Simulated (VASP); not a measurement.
Shape and ions are relaxed at each volume.

Energy against volume of Gd (hcp). Method: vdW-DF2, VASP's PBE PAW potentials (set 64) (plane waves; VASP).

The 4f electrons are frozen in the core of the lanthanide potential, so 4f levels, which can set the real gap, and their magnetism are missing.

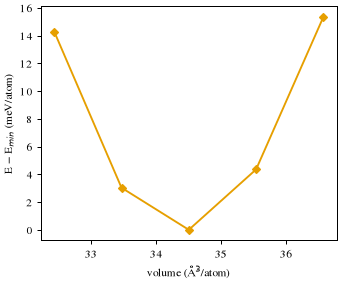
Energy against volume

Estimate the equilibrium volume and the bulk modulus.

The minimum lies near 34.4 Å³/atom, and the curvature gives B0 of about 38 GPa.

Measured: bulk modulus 37.9 GPa (computed value off by +1.3 %), as given by Wikipedia, Gadolinium (infobox). The calculation is for a static lattice, while the measured bulk modulus holds thermal and zero-point effects, which are part of the difference.

The compound is Gd in the hcp structure. It was relaxed first.
